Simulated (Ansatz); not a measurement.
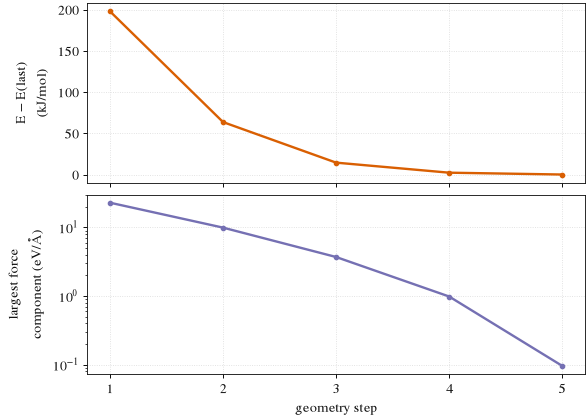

History of a geometry optimisation.

```
crystal:
  periodic: [false, false, false]
  atoms:
    - {symbol: Li, position_ang: [1.558603, -0.099961, 1.257162]}
    - {symbol: C, position_ang: [-0.118977, -0.044723, -0.221464]}
    - {symbol: F, position_ang: [-0.378098, 0.982044, -0.405239]}
    - {symbol: H, position_ang: [-0.897105, -0.727623, -0.569714]}
basis:
  gaussian: {orbitals: def2-SVP}
total_charge: 1
hamiltonian: {xc: {name: revPBE}, dispersion: d4}
relax: {f_tol: 0.05, max_steps: 5, max_displacement: 0.05}
```

Run as:
```bash
ansatz run in.yaml --threads 2 --pin off --events-out ev --progress --plain --max-ram 3481MiB
```

**How did it end, and what did it gain?**

It had not finished: it stopped at geometry 5. The energy fell by about 200 kJ/mol from the first step to the last. The largest force component goes from about 23 eV/Å at the start to 0.096 eV/Å at the end.
